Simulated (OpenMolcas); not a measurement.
## Single-point calculation of HCl (charge −1) (part 3 of 3)

The same run, continued: HCl, charge −1, multiplicity 2; ROMP2/def2-TZVPPD, ROHF (OpenMolcas 26.06). The geometry is that of the parent species in another charge or spin state. The geometry comes from this level: PBE0-D4/def2-TZVP.

Geometry of the input (Å):
```
Cl 0.5460  -0.1785  0.2808
H  -0.5460  0.1785  -0.2808
```

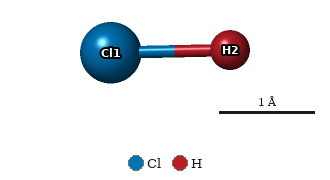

*The input geometry (ball-and-stick view, seen at a tilt; atoms are numbered from 1 in the order of the input).*

The program's output, continued
```
     1 CL1    1s         0.9996   -0.2922    0.0006   -0.0000    0.0000    0.0840   -0.0210   -0.0000    0.0000    0.0157
     2 CL1    1s        -0.0298   -0.2259    0.0007    0.0000   -0.0000    0.0727   -0.0187    0.0000   -0.0000    0.0122
     3 CL1    1s        -0.0076    0.8279   -0.0020    0.0000   -0.0000   -0.4834    0.1250    0.0000   -0.0000   -0.0966
     4 CL1    1s         0.0029    0.0158    0.0011   -0.0000    0.0000    0.6538   -0.1795   -0.0000    0.0000    0.2286
     5 CL1    1s        -0.0013   -0.0043   -0.0008    0.0000    0.0000    0.4559   -0.1897    0.0000   -0.0000   -0.4277
     6 CL1    1s        -0.0005   -0.0007    0.0028    0.0000    0.0000    0.0256   -0.0376    0.0000   -0.0000   -2.3941
     7 CL1    2px       -0.0000   -0.0010   -0.6046   -0.3658    0.0486    0.0181    0.1438   -0.0987    0.0294    0.0416
     8 CL1    2px        0.0000   -0.0009   -0.3002   -0.1812    0.0241    0.0105    0.0758   -0.0506    0.0151    0.0178
     9 CL1    2px        0.0002   -0.0000   -0.0529   -0.0311    0.0041   -0.0216   -0.1814    0.1256   -0.0374   -0.0422
    10 CL1    2px       -0.0011   -0.0006    0.0062    0.0032   -0.0004   -0.0351   -0.3615    0.2695   -0.0802   -0.1528
    11 CL1    2px        0.0005    0.0013   -0.0032   -0.0016    0.0002   -0.0105   -0.1839    0.1778   -0.0529    0.6593
    12 CL1    2px        0.0000    0.0000   -0.0001    0.0001   -0.0000    0.0003   -0.0014    0.0160   -0.0048    0.7735
    13 CL1    2py        0.0000    0.0003    0.1977   -0.2432    0.6359   -0.0059   -0.0470   -0.1345   -0.1341   -0.0136
    14 CL1    2py       -0.0000    0.0003    0.0981   -0.1205    0.3150   -0.0034   -0.0248   -0.0690   -0.0688   -0.0058
    15 CL1    2py       -0.0001    0.0000    0.0173   -0.0207    0.0541    0.0071    0.0593    0.1712    0.1707    0.0138
    16 CL1    2py        0.0004    0.0002   -0.0020    0.0021   -0.0055    0.0115    0.1182    0.3674    0.3664    0.0500
    17 CL1    2py       -0.0002   -0.0004    0.0011   -0.0010    0.0027    0.0034    0.0601    0.2423    0.2417   -0.2156
    18 CL1    2py       -0.0000   -0.0000    0.0000    0.0001   -0.0003   -0.0001    0.0005    0.0218    0.0218   -0.2529
    19 CL1    2pz       -0.0000   -0.0005   -0.3109    0.5566    0.3098    0.0093    0.0740    0.1063   -0.1424    0.0214
    20 CL1    2pz        0.0000   -0.0005   -0.1544    0.2757    0.1534    0.0054    0.0390    0.0546   -0.0730    0.0092
    21 CL1    2pz        0.0001   -0.0000   -0.0272    0.0474    0.0264   -0.0111   -0.0933   -0.1354    0.1812   -0.0217
    22 CL1    2pz       -0.0006   -0.0003    0.0032   -0.0048   -0.0027   -0.0180   -0.1859   -0.2905    0.3889   -0.0786
    23 CL1    2pz        0.0003    0.0007   -0.0017    0.0024    0.0013   -0.0054   -0.0946   -0.1916    0.2566    0.3391
    24 CL1    2pz        0.0000    0.0000   -0.0000   -0.0002   -0.0001    0.0001   -0.0007   -0.0172    0.0231    0.3978
    25 CL1    3d2-       0.0000   -0.0002   -0.0001    0.0001   -0.0003   -0.0010   -0.0033   -0.0003   -0.0004    0.0003
    26 CL1    3d2-      -0.0001   -0.0001   -0.0002    0.0000   -0.0001   -0.0059   -0.0161   -0.0014   -0.0020    0.0015
    27 CL1    3d2-      -0.0002    0.0000    0.0003   -0.0000    0.0002   -0.0041   -0.0134   -0.0014   -0.0020    0.0189
    28 CL1    3d2-       0.0000    0.0001   -0.0003    0.0001   -0.0005    0.0014   -0.0029    0.0029    0.0041    0.1359
    29 CL1    3d1-       0.0000   -0.0001   -0.0000    0.0002   -0.0001   -0.0005   -0.0017   -0.0003   -0.0001    0.0002
    30 CL1    3d1-      -0.0000   -0.0001   -0.0001    0.0001   -0.0000   -0.0030   -0.0083   -0.0015   -0.0003    0.0008
    31 CL1    3d1-      -0.0001    0.0000    0.0002   -0.0001    0.0001   -0.0021   -0.0069   -0.0014   -0.0003    0.0097
    32 CL1    3d1-       0.0000    0.0000   -0.0002    0.0002   -0.0002    0.0007   -0.0015    0.0030    0.0006    0.0699
    33 CL1    3d0        0.0000   -0.0001   -0.0000   -0.0002   -0.0001   -0.0005   -0.0017    0.0002   -0.0003    0.0002
    34 CL1    3d0       -0.0000   -0.0001   -0.0001   -0.0001   -0.0001   -0.0030   -0.0082    0.0013   -0.0018    0.0008
    35 CL1    3d0       -0.0001    0.0000    0.0002    0.0002    0.0001   -0.0021   -0.0068    0.0013   -0.0017    0.0096
    36 CL1    3d0        0.0000    0.0000   -0.0002   -0.0004   -0.0002    0.0007   -0.0015   -0.0027    0.0037    0.0693
    37 CL1    3d1+      -0.0000    0.0002    0.0001   -0.0002   -0.0002    0.0016    0.0052    0.0001   -0.0003   -0.0006
    38 CL1    3d1+       0.0001    0.0002    0.0004   -0.0001   -0.0001    0.0093    0.0253    0.0008   -0.0018   -0.0023
    39 CL1    3d1+       0.0003   -0.0000   -0.0005    0.0001    0.0001    0.0065    0.0210    0.0008   -0.0017   -0.0297
    40 CL1    3d1+      -0.0001   -0.0002    0.0005   -0.0003   -0.0002   -0.0021    0.0045   -0.0016    0.0037   -0.2137
    41 CL1    3d2+      -0.0000    0.0002    0.0001    0.0002   -0.0001    0.0014    0.0045   -0.0004   -0.0000   -0.0005
    42 CL1    3d2+       0.0001    0.0002    0.0003    0.0001   -0.0000    0.0081    0.0220   -0.0020   -0.0002   -0.0020
    43 CL1    3d2+       0.0003   -0.0000   -0.0005   -0.0002    0.0001    0.0056    0.0182   -0.0019   -0.0002   -0.0258
    44 CL1    3d2+      -0.0001   -0.0001    0.0004    0.0003   -0.0002   -0.0019    0.0039    0.0041    0.0004   -0.1856
    45 CL1    4f3-       0.0001    0.0001    0.0001    0.0000    0.0000    0.0028    0.0050    0.0010    0.0026   -0.0038
    46 CL1    4f2-       0.0001    0.0001    0.0001   -0.0000    0.0000    0.0025    0.0043    0.0026    0.0008   -0.0033
    47 CL1    4f1-      -0.0000   -0.0000   -0.0000   -0.0000   -0.0000   -0.0000   -0.0001    0.0008   -0.0012    0.0000
    48 CL1    4f0        0.0001    0.0001    0.0001   -0.0000   -0.0000    0.0027    0.0048    0.0001   -0.0001   -0.0036
    49 CL1    4f1+       0.0000    0.0000    0.0000    0.0000    0.0000    0.0001    0.0002   -0.0026    0.0035   -0.0002
    50 CL1    4f2+      -0.0001   -0.0001   -0.0001    0.0000    0.0000   -0.0034   -0.0059    0.0008    0.0021    0.0045
    51 CL1    4f3+      -0.0001   -0.0001   -0.0001   -0.0000    0.0000   -0.0020   -0.0036    0.0033    0.0011    0.0027
    52 H2     1s         0.0001    0.0001    0.0005    0.0000    0.0000    0.0802    0.1478   -0.0000   -0.0000   -0.0190
    53 H2     1s        -0.0015   -0.0001    0.0015    0.0000   -0.0000    0.0945    0.2402    0.0000    0.0000   -0.0088
    54 H2     1s         0.0015    0.0029   -0.0039   -0.0000   -0.0000   -0.0209    0.0455   -0.0000    0.0000    2.3821
    55 H2     2px       -0.0001   -0.0000   -0.0001   -0.0000    0.0000    0.0098    0.0118    0.0032   -0.0009    0.0024
    56 H2     2px       -0.0008   -0.0001    0.0007   -0.0002    0.0000    0.0147    0.0256    0.0092   -0.0028    0.0913
    57 H2     2px        0.0006    0.0009   -0.0004    0.0006   -0.0001   -0.0140   -0.0085    0.0016   -0.0005    0.7771
    58 H2     2py        0.0000    0.0000    0.0000   -0.0000    0.0000   -0.0032   -0.0038    0.0043    0.0043   -0.0008
    59 H2     2py        0.0003    0.0000   -0.0002   -0.0001    0.0003   -0.0048   -0.0084    0.0126    0.0126   -0.0299
    60 H2     2py       -0.0002   -0.0003    0.0001    0.0004   -0.0010    0.0046    0.0028    0.0021    0.0021   -0.2540
    61 H2     2pz       -0.0001   -0.0000   -0.0001    0.0000    0.0000    0.0050    0.0060   -0.0034    0.0046    0.0012
    62 H2     2pz       -0.0004   -0.0001    0.0004    0.0002    0.0001    0.0075    0.0132   -0.0100    0.0133    0.0470
    63 H2     2pz        0.0003    0.0005   -0.0002   -0.0009   -0.0005   -0.0072   -0.0043   -0.0017    0.0023    0.3996
    64 H2     3d2-       0.0002    0.0000    0.0002   -0.0000    0.0000   -0.0013   -0.0022    0.0015    0.0021   -0.0024
    65 H2     3d1-       0.0001    0.0000    0.0001   -0.0000    0.0000   -0.0006   -0.0011    0.0016    0.0003   -0.0012
    66 H2     3d0        0.0001    0.0000    0.0001    0.0000    0.0000   -0.0006   -0.0011   -0.0014    0.0019   -0.0012
    67 H2     3d1+      -0.0002   -0.0000   -0.0003    0.0000    0.0000    0.0020    0.0034   -0.0008    0.0019    0.0037
    68 H2     3d2+      -0.0002   -0.0000   -0.0002   -0.0000    0.0000    0.0017    0.0030    0.0021    0.0002    0.0032
--

      Von Neumann Entropy (Root   1) =  0.50000

      Mulliken population analysis for root number:  1
      -----------------------------------------------

++    Molecular charges:
      ------------------

      Mulliken charges per centre and basis function type
      ---------------------------------------------------

                CL1     H2
      1s       6.9948 -0.6423
      2px      4.0377  0.3572
      2pz      3.9952  0.1082
      2py      3.9861  0.0549
      3d2+     0.0322  0.0010
      3d1+     0.0427  0.0012
      3d0      0.0045  0.0006
      3d1-     0.0046  0.0003
      3d2-     0.0173  0.0010
      4f3+     0.0003  0.0000
      4f2+     0.0008  0.0000
      4f1+     0.0001  0.0000
      4f0      0.0005  0.0000
      4f1-     0.0000  0.0000
      4f2-     0.0005  0.0000
      4f3-     0.0006  0.0000
      Total   19.1179 -0.1179

      N-E     -2.1179  1.1179

      Total electronic charge=   19.000000

      Total            charge=   -1.000000
--

      Expectation values of various properties for root number:  1
      -----------------------------------------------------------

++    Molecular properties:
      ---------------------

      Charge (e):
                      =   -1.0000
      Dipole Moment (debye):
      Origin of the operator (angstrom)=    0.5154   -0.1685    0.2651
                   X=  5.5681E+00               Y= -1.8203E+00               Z=  2.8636E+00           Total=  6.5205E+00
      Center of Charge (angstrom)
                     X=   -0.64383190               Y=    0.21048351               Z=   -0.33111355
      Quadrupole Moment (debye*angstrom):
      Origin of the operator (angstrom)=    0.5154   -0.1685    0.2651
                  XX= -3.5207E+01              XY=  3.5074E+00              XZ= -5.5176E+00              YY= -2.5625E+01
                  YZ=  1.8038E+00              ZZ= -2.7316E+01
      In traceless form (debye*angstrom)
                  XX= -8.7365E+00              XY=  5.2612E+00              XZ= -8.2764E+00              YY=  5.6365E+00
                  YZ=  2.7057E+00              ZZ=  3.1000E+00
--

      Mulliken spin population analysis for root number:  1
      ---------------------------------------------------

++    Molecular charges:
      ------------------

      Mulliken spin population per centre and basis function type
      ---------------------------------------------------

                CL1     H2
      1s       1.0377 -1.2638
      2px      0.5058  0.3372
      2pz      0.1338  0.0892
      2py      0.0541  0.0360
      3d2+     0.0222  0.0001
      3d1+     0.0294  0.0001
      3d0      0.0031  0.0000
      3d1-     0.0031  0.0000
      3d2-     0.0119  0.0001
      4f3+     0.0000  0.0000
      4f2+     0.0000  0.0000
      4f1+     0.0000  0.0000
      4f0      0.0000  0.0000
      4f1-     0.0000  0.0000
      4f2-     0.0000  0.0000
      4f3-     0.0000  0.0000
      Total    1.8011 -0.8011

      Total electronic spin=    1.000000
--

      Canonical orbitals are written to the RASORB file
      Natural orbitals for root   1 are written to the RASORB.1 file
      Spin density orbitals for root   1 are written to the SPDORB.1 file

--- Stop Module: rasscf /rc=_RC_ALL_IS_WELL_ ---
--- Module rasscf spent 2 seconds ---

--- Start Module: caspt2 ---

                                              &CASPT2

                       available to each process: 1.9 GB of memory, 1 thread

 ###############################################################################
 ###    WARNING: User changed nr of frozen orbitals.                         ###
 ###############################################################################

++    Wave function specifications:
      -----------------------------

      Number of closed shell electrons           8
      Number of electrons in active shells       1
      Max number of holes in RAS1 space          0
      Max number of electrons in RAS3 space      0
      Number of inactive orbitals                4
      Number of active orbitals                  1
      Number of secondary orbitals              58
      Spin quantum number                      0.5
      State symmetry                             1
      Number of CSFs                             1
      Number of CASSCF root(s) available         1
      CASPT2 state passed to geometry opt.       1
      A file JOBMIX will be created
      This is a high spin open shell RHF reference function
--

++    Orbital specifications:
      -----------------------

      Symmetry species                           1
                                                 a
      Frozen orbitals                            5
      Inactive orbitals                          4
      Active orbitals                            1
      Secondary orbitals                        58
      Deleted orbitals                           0
      Number of basis functions                 68
--

++    CASPT2 specifications:
      ----------------------

      Type of calculation                        SS-CASPT2
      Fock operator                              state-specific
      IPEA shift                                 0.00
      Real shift                                 0.00
      Imaginary shift                            0.00
      The input orbitals will be transformed to quasi-canonical
--

--------------------------------------------------------------------------------
 Estimated memory requirements:
  POLY3 :                   250022
  RHS:                      275048
  SIGMA :                   284220
  PRPCTL:                        0
 Available workspace:    232488099

++ CASPT2 computation for group   1

********************************************************************************
 Multi-State initialization phase begins for group   1
--------------------------------------------------------------------------------
********************************************************************************
 Compute H0 matrices for state    1
--------------------------------------------------------------------------------
--------------------------------------------------------------------------------
 H0 matrices have been computed.

********************************************************************************
  CASPT2 EQUATION SOLUTION
--------------------------------------------------------------------------------

  Total nr of CASPT2 parameters:
   Before reduction:       43659
   After  reduction:       41938

 Variance of |WF0>:       0.7729601894

 The contributions to the second order correlation energy in atomic units.
-----------------------------------------------------------------------------------------------------------------------------
  IT.      VJTU        VJTI        ATVX        AIVX        VJAI        BVAT        BJAT        BJAI        TOTAL       RNORM
-----------------------------------------------------------------------------------------------------------------------------
   1    -0.000000    0.000000    0.000000   -0.000453   -0.002712    0.000000   -0.012726   -0.199513   -0.215404    0.000064
   2    -0.000000    0.000000    0.000000   -0.000454   -0.002711    0.000000   -0.012728   -0.199514   -0.215406    0.000003
-----------------------------------------------------------------------------------------------------------------------------

  FINAL CASPT2 RESULT:

      Reference energy:        -460.0344521640
      E2 (Non-variational):      -0.2154064693
      E2 (Variational):          -0.2154064652
      Total energy:            -460.2498586292
      Residual norm:              0.0000000885
      Reference weight:           0.92491

      Contributions to the CASPT2 correlation energy
      Active & Virtual Only:          0.0000000019
      One Inactive Excited:          -0.0131813969
      Two Inactive Excited:          -0.2022250743

++ Denominators, etc.
--------------------------------------------------------------------------------------------------------------
 Report on small energy denominators, large coefficients, and large energy contributions.
CASE  SYMM ACTIVE-MIX  NON-ACTIVE INDICES          DENOMINATOR     RHS VALUE       COEFFICIENT     CONTRIBUTION
ATVX     1  Mu1.0001  Se1.011                       0.06085207     -0.00000038     -0.00009860      0.00000000
ATVX     1  Mu1.0001  Se1.012                       0.06123580     -0.00000000     -0.00000000      0.00000000
ATVX     1  Mu1.0001  Se1.013                       0.06123580     -0.00000000      0.00000002     -0.00000000
ATVX     1  Mu1.0001  Se1.014                       0.19473041     -0.00000281     -0.00025150      0.00000000
ATVX     1  Mu1.0001  Se1.015                       0.25835432      0.00000000     -0.00000000     -0.00000000
ATVX     1  Mu1.0001  Se1.016                       0.25835432     -0.00000000      0.00000001     -0.00000000
ATVX     1  Mu1.0001  Se1.017                       0.28253245     -0.00000000      0.00000000     -0.00000000
ATVX     1  Mu1.0001  Se1.018                       0.28253245      0.00000000     -0.00000000     -0.00000000
BJAIP    1  Se1.014 In1.007 Se1.014 In1.007         1.58154791      0.04575486     -0.02877720     -0.00131670
BJAIP    1  Se1.029 In1.008 Se1.029 In1.008         2.50587803      0.06358671     -0.02537502     -0.00161351
BJAIP    1  Se1.030 In1.008 Se1.030 In1.008         2.50587803      0.06358671     -0.02537502     -0.00161351
BJAIP    1  Se1.029 In1.009 Se1.029 In1.009         2.50587803      0.06358671     -0.02537502     -0.00161351
BJAIP    1  Se1.030 In1.009 Se1.030 In1.009         2.50587803      0.06358671     -0.02537502     -0.00161351
BJAIM    1  Se1.014 In1.007 Se1.026 In1.008         1.99453873     -0.05720801      0.02865771     -0.00163945
BJAIM    1  Se1.014 In1.007 Se1.027 In1.009         1.99453873     -0.05720801      0.02865771     -0.00163945
BJAIM    1  Se1.017 In1.008 Se1.017 In1.009         1.47135985      0.04193216     -0.02849892     -0.00119502
BJAIM    1  Se1.017 In1.008 Se1.028 In1.009         1.98861894      0.06263791     -0.03149820     -0.00197298
BJAIM    1  Se1.018 In1.008 Se1.029 In1.009         1.98861894     -0.06263791      0.03149820     -0.00197298
BJAIM    1  Se1.029 In1.008 Se1.029 In1.009         2.50587803     -0.12103687      0.04830118     -0.00584622
--

   (Skipping property calculation,
    use PROP keyword to activate)
--

  Total CASPT2 energies:
::    CASPT2 Root  1     Total energy:   -460.24985863

  A NEW JOBIPH FILE NAMED 'JOBMIX' IS PREPARED.
********************************************************************************
--- Stop Module: caspt2 /rc=_RC_ALL_IS_WELL_ ---

.##################.
.# Happy landing! #.
.##################.

    Timing: Wall=6.63 User=5.36 System=1.25
```

Key numbers

- outcome: converged
- total energy: −460.249859 hartree
- SCF energy: −460.034452 hartree
- correlation energy: −0.215406 hartree
- basis functions: 68
- wall time: 6.9 s
- peak memory: 0.41 GiB
